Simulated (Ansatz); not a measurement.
# C$_{4}$H$_{10}$O$_{2}$Sn: one change and its effect

System: C$_{4}$H$_{10}$O$_{2}$Sn (SnHMe2(OAc)).
Method of run A: RKS PBE with 10 % exact exchange/def2-SVP (Ansatz 0.2.0).

The geometry comes from this level: PBE-D4/def2-SVP. Text and figures count atoms from 1; the logs count them from 0 in places.

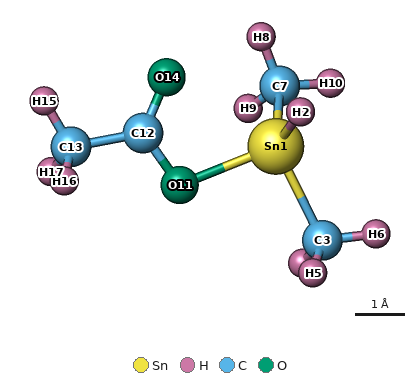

The structure as given in the input (ball-and-stick view, seen at a tilt; atoms are numbered from 1 in the order of the input). Sticks mark near contacts.

### Input, run A
```yaml
crystal:
  periodic: [false, false, false]
  atoms:
    - {symbol: Sn, position_ang: [0.742587, 0.710429, 0.589887]}
    - {symbol: H, position_ang: [0.841174, 0.606512, 2.313421]}
    - {symbol: C, position_ang: [2.706996, 0.559396, -0.315754]}
    - {symbol: H, position_ang: [2.606960, 0.541749, -1.417867]}
    - {symbol: H, position_ang: [3.203046, -0.371980, 0.017509]}
    - {symbol: H, position_ang: [3.328790, 1.427361, -0.020896]}
    - {symbol: C, position_ang: [-0.406090, 2.331822, -0.252639]}
    - {symbol: H, position_ang: [-1.342591, 2.449856, 0.322035]}
    - {symbol: H, position_ang: [-0.648689, 2.078565, -1.303310]}
    - {symbol: H, position_ang: [0.184638, 3.268685, -0.232964]}
    - {symbol: O, position_ang: [0.027084, -1.147322, -0.175756]}
    - {symbol: C, position_ang: [-1.203149, -1.234820, 0.287435]}
    - {symbol: C, position_ang: [-1.956992, -2.481042, -0.119482]}
    - {symbol: O, position_ang: [-1.692484, -0.348197, 1.003155]}
    - {symbol: H, position_ang: [-2.968452, -2.480531, 0.322067]}
    - {symbol: H, position_ang: [-1.398021, -3.380024, 0.207721]}
    - {symbol: H, position_ang: [-2.024799, -2.530458, -1.224562]}
basis:
  gaussian: {orbitals: def2-SVP, initial_orbitals: start.molden}
hamiltonian: {xc: {text: "exchange = 0.90*pbe_x + 0.10*exact_x\ncorrelation = pbe_c"}}
scf: {omitted_lower_state_checks: [starts]}
output: {orbitals: {seedname: orbitals}}
```

Launched with:
```bash
ansatz run in.yaml --threads 2 --pin off --events-out ev --progress --plain --max-ram 32768MiB --backend cpu
```

Hardware: 2 CPU threads, shared host.

### Output (run A)
```
Functional definition: unnamed
  exchange = 0.90*pbe_x + 0.10*exact_x
  correlation = pbe_c
these checks for a lower state are left out or cut short: starts
1789 factors; their error is unknown
mean field evaluation 1: about -14221.0269 eV, gradient 2.5e1 eV
mean field evaluation 2: about -14221.3792 eV, gradient 4.6e-1 eV
mean field evaluation 4: about -14221.3685 eV, gradient 2.3e-1 eV
mean field -14221.36864941 eV, -522.6256582761 hartree, gradient 8.2e-5 eV, S^2 0.000000; 0 other end points of the search recorded, 0 dependent functions left out
reference -14221.36869475 eV, -522.6256599423 hartree; 36, 36 occupied and 124, 124 virtual orbitals, 1789 factors
Total energy: -14221.36869475 eV, -522.6256599423 hartree
Checks for a lower state left out: starts
```

For run B the input was changed thus:
```diff
-hamiltonian: {xc: {text: "exchange = 0.90*pbe_x + 0.10*exact_x\ncorrelation = pbe_c"}}
+correlation: {method: ccsd_t}
```

How does run B compare with run A?

The total energies belong to different methods, so their difference says nothing on which is more stable or more accurate. The HOMO goes from −6.55 to −10.72 eV. The LUMO goes from −0.24 to 3.38 eV.

### Output (run B)
```
Functional definition: HF
  exchange = exact_x
  correlation = 0
these checks for a lower state are left out or cut short: starts
1708 factors; integrals over basis functions are off by at most 1.3e-3 eV
mean field evaluation 1: about -14152.8163 eV, gradient 3.4e1 eV
mean field evaluation 2: about -14154.1345 eV, gradient 1.5e0 eV
mean field evaluation 4: about -14154.3768 eV, gradient 8.2e-1 eV
mean field evaluation 8: about -14154.3784 eV, gradient 8.6e-5 eV
mean field -14154.37839553 eV, -520.1638118536 hartree, gradient 2.2e-6 eV, S^2 0.000000; 0 other end points of the search recorded, 0 dependent functions left out
10 core orbitals not correlated: weight in the atoms' cores, before any rotation towards them, 1.000 or more for the frozen orbitals, at most 0.000 for the correlated occupied ones
reference -14154.37839553 eV, -520.1638118536 hartree; 26, 26 occupied and 124, 124 virtual orbitals, 1708 factors
second order -28.48088974 eV of doubles, -0.00000000 eV of singles
cycle   1  -29.16224317 eV  change   -6.8e-1 eV  update   1.4e-1
cycle   2  -30.00253361 eV  change   -8.4e-1 eV  update   4.5e-2
cycle   3  -30.24081984 eV  change   -2.4e-1 eV  update   2.5e-2
cycle   4  -30.23403612 eV  change    6.8e-3 eV  update   6.0e-3
cycle   5  -30.23279479 eV  change    1.2e-3 eV  update   2.5e-3
cycle   6  -30.23271107 eV  change    8.4e-5 eV  update   7.5e-4
cycle   7  -30.23229002 eV  change    4.2e-4 eV  update   3.1e-4
cycle   8  -30.23224438 eV  change    4.6e-5 eV  update   8.5e-5
cycle   9  -30.23227007 eV  change   -2.6e-5 eV  update   3.4e-5
perturbative correction -0.97074490 eV, -0.0356742172 hartree
Total energy: -14185.58141051 eV, -521.3105015038 hartree
Checks for a lower state left out: starts
```

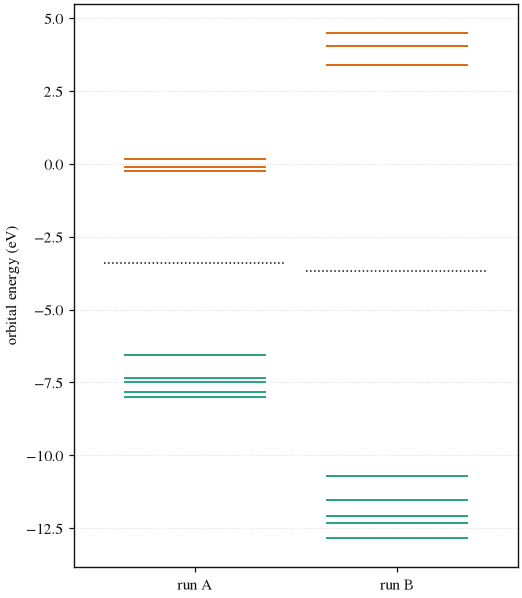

The five highest filled and three lowest empty orbital energies of the two runs; the dotted lines part filled from empty levels. The HOMO–LUMO gap is 6.30 eV in run A and 14.10 eV in run B.

### The two runs side by side

| quantity | run A | run B |
| --- | --- | --- |
| outcome | converged | converged |
| total energy (hartree) | −522.625660 | −521.310502 |
| HOMO (eV) | −6.55 | −10.72 |
| LUMO (eV) | −0.24 | 3.38 |
| basis functions | 160 | 160 |
| wall time (shared host) | 4.6 s | 7.5 s |
